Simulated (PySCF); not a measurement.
# SiNH4 (SMILES [NH][SiH3]) at UPBE0/STO-3G

Aim: the vertical doublet–quartet gap of SiNH4 at UPBE0/STO-3G, from 2 runs. Input form: a Python script.

The results are computed with PySCF 2.14.0.

8 further runs of the same task are left out: 8 set aside as unsound or not needed.

## Step 1: The system as given

The species is SiNH4 (6 atoms), meant as a doublet with charge 0. SMILES: `[NH][SiH3]`. The coordinates come from a PBE0-D4/def2-TZVP relaxation.

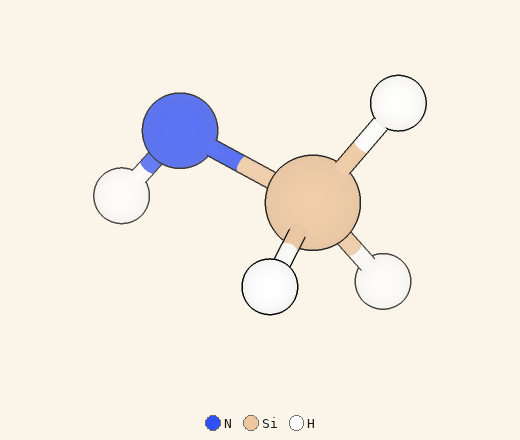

The structure, seen from a chosen angle (nitrogen blue, silicon light orange, hydrogen white).

## Step 2: The energy at UPBE0/STO-3G

File run.py:

```python
from pyscf import gto, dft

system = gto.M(
    atom='''
N        0.592100      -0.835200       0.909500
Si      -0.203700       0.347600      -0.110000
H        0.922800      -1.640700       0.372700
H       -1.310600      -0.282300      -0.885500
H        0.789500       0.911800      -1.068900
H       -0.748100       1.434800       0.736200
''',
    spin=1,
    max_memory=1860,
    verbose=4,
    basis='sto-3g',
    charge=0,
)

ks = dft.UKS(system, xc='pbe0')
ks.conv_tol = 1e-10
ks.grids.level = 5
ks.kernel()
if not ks.converged:
    ks = ks.newton().run(ks.mo_coeff, ks.mo_occ)

etot = ks.e_tot
print('Final energy', etot)
```

On the command line:

```
OMP_NUM_THREADS=1 python run.py
```

What it wrote:

```text
PySCF version 2.14.0

[... 99 lines left out ...]
converged SCF energy = -342.305447625986  <S^2> = 0.75293619  2S+1 = 2.002934
Final energy -342.3054476259856
```

Wall time 5.1 s (1 thread of Intel Xeon Platinum 8375C at 2.90GHz (Ice Lake), shared host); peak memory 0.2 GiB.

## Step 3: The quartet, same level

File mol.xyz:

```xyz
6
H4NSi
N      0.592100    -0.835200     0.909500
Si    -0.203700     0.347600    -0.110000
H      0.922800    -1.640700     0.372700
H     -1.310600    -0.282300    -0.885500
H      0.789500     0.911800    -1.068900
H     -0.748100     1.434800     0.736200
```

File job.py:

```python
from pyscf import gto, dft

mol = gto.M(
    atom='mol.xyz',
    spin=3,
    max_memory=1860,
    verbose=4,
    basis='sto-3g',
    charge=0,
)

myscf = dft.UKS(mol, xc='pbe0')
myscf.grids.level = 5
myscf.conv_tol = 1e-10
myscf.kernel()
if not myscf.converged:
    myscf = myscf.newton().run(myscf.mo_coeff, myscf.mo_occ)

e_tot = myscf.e_tot
print('E(%s) = %.9f' % ('PBE0', e_tot))
```

On the command line:

```
OMP_NUM_THREADS=1 python job.py
```

What it wrote:

```text
PySCF version 2.14.0

[... 60 lines left out ...]
[... the frontier-level lines of each cycle are left out ...]
[... 11 lines left out ...]
[... 11 lines left out ...]
[... 11 lines left out ...]
[... 11 lines left out ...]
[... 5 lines left out ...]

cycle= 11 E= -341.949415850222  delta_E= -1.63e-09  |g|= 4.96e-06  |ddm|= 0.000287


cycle= 12 E= -341.949415850345  delta_E= -1.23e-10  |g|= 1.18e-06  |ddm|= 8.16e-05


cycle= 13 E= -341.94941585035  delta_E= -4.77e-12  |g|= 4.02e-07  |ddm|= 1.18e-05


Extra cycle  E= -341.949415850351  delta_E= -6.82e-13  |g|= 1.82e-07  |ddm|= 3.25e-06
converged SCF energy = -341.949415850351  <S^2> = 3.7515566  2S+1 = 4.0007782
E(PBE0) = -341.949415850
```

Run time: 6 s. Hardware: 1 thread of Intel Xeon Platinum 8375C at 2.90GHz (Ice Lake), shared host; peak memory 0.2 GiB.

## Step 4: Outcome

Level: UPBE0/STO-3G.

```
                                        quantity          value
                           doublet: total energy  -342.30545 Eh
                          doublet: dipole moment         1.54 D
     doublet: HOMO energy (highest over α and β)       -4.23 eV
      doublet: LUMO energy (lowest over α and β)        1.25 eV
                                   doublet: ⟨S²⟩          0.753
                           quartet: total energy  -341.94942 Eh
                          quartet: dipole moment         1.94 D
                                   quartet: ⟨S²⟩          3.752
vertical energy of the quartet above the doublet       9.688 eV
```

At this shape the quartet lies 9.69 eV (223 kcal/mol) above the doublet. In a minimal basis such a difference can be off by several eV, whatever the method. Mulliken charges (doublet) run from -0.40 on N1 to +0.59 on Si2. Mulliken charges (quartet) run from -0.15 on H6 to +0.36 on Si2; they depend strongly on the basis.
